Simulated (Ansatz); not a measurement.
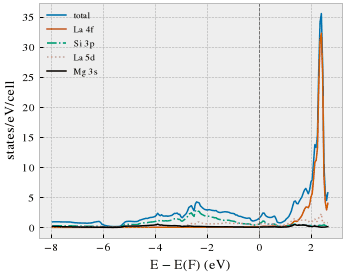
Total and projected density of states of LaMg$_{2}$Si$_{2}$ in space group P4/mmm (No. 123; La on 1a, Mg on 2e, Si on 2h), plane-wave PAW r²SCAN (Ansatz code)

### Question
Which orbitals carry the states next to the Fermi level?

### Answer
Within 0.5 eV of the Fermi level: Si 3p 37 %, La 5d 34 %, La 4f 8 %, outside the projected shells 11 %. Projections are on Löwdin-orthogonalised atomic valence shells; empty p or d shells of many metals are not among them.

### Question
Where is the tallest occupied peak in this window, and what makes it?

### Answer
Near -2.4 eV, about 4.2 states/eV per cell; the largest projected share is Si 3p.

The workflow started from a Materials Project entry (that database holds measured and hypothetical structures alike); the Crystallography Open Database copy checked does not list it. Whether it is the stable phase at ambient conditions was not checked. Symmetry was held in the r²SCAN relaxation; its stability against distortions is not shown here. Scalar-relativistic: spin–orbit coupling is off unless named, which matters more the heavier the elements.

Potentials: the later of the program's two PAW sets.
